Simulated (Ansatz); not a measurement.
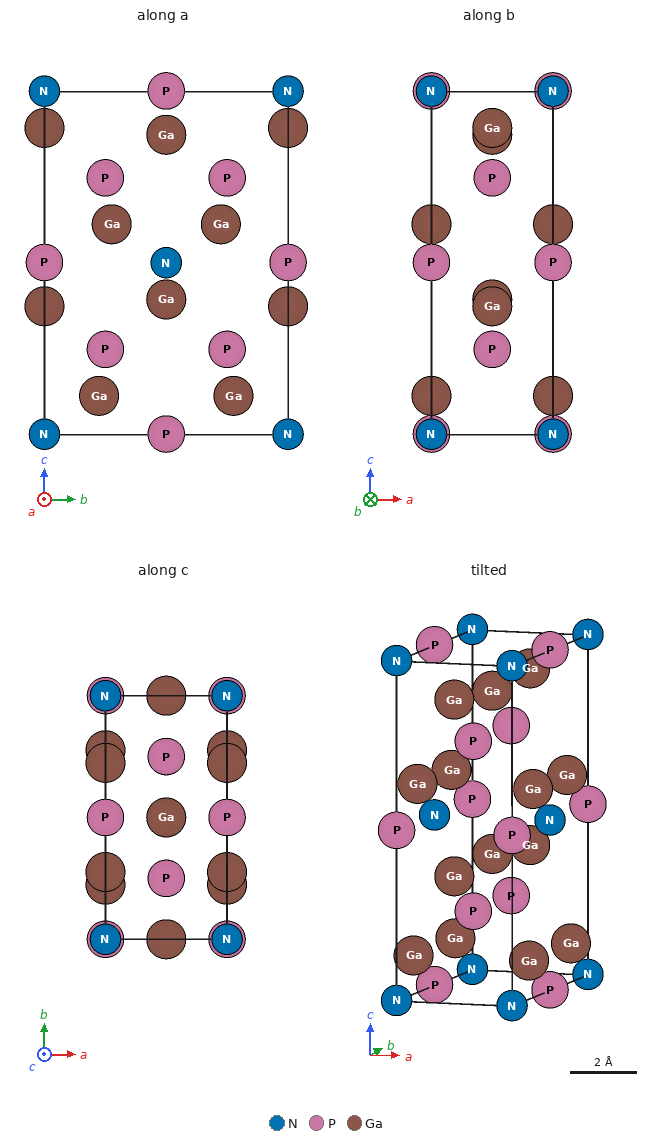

Crystal structure, spheres-only style, seen along the a axis, along the b axis, along the c axis and slightly off an axis. The lines enclose the conventional unit cell; boundary atoms appear with their images.

Lattice parameters: a = 3.697 Å, b = 7.408 Å, c = 10.434 Å, α = 90.00°, β = 90.00°, γ = 90.00°. Put a along x and b in the xy plane.

### Write down what is shown as a POSCAR file, with free fractional coordinates to two decimals.

```
N P Ga
1.0
     3.697    0.000    0.000
     0.000    7.408    0.000
     0.000    0.000   10.434
N P Ga
2 6 8
Direct
  0.00 0.50 0.50
  0.00 0.00 0.00
  0.50 0.75 0.25
  0.50 0.25 0.25
  0.00 0.50 0.00
  0.50 0.25 0.75
  0.50 0.75 0.75
  0.00 0.00 0.50
  0.50 0.50 0.39
  0.00 0.78 0.11
  0.00 0.22 0.11
  0.50 0.50 0.87
  0.50 0.00 0.89
  0.00 0.28 0.61
  0.00 0.72 0.61
  0.50 0.00 0.37
```

It goes back to a structure type filled with these elements by a generator (whether the compound takes this form wasn't checked). Earlier steps of the study, as a rule a relaxation of our own, may have changed the cell and positions, so they can lie some per cent off the listed ones. It went into a calculation with Ansatz.
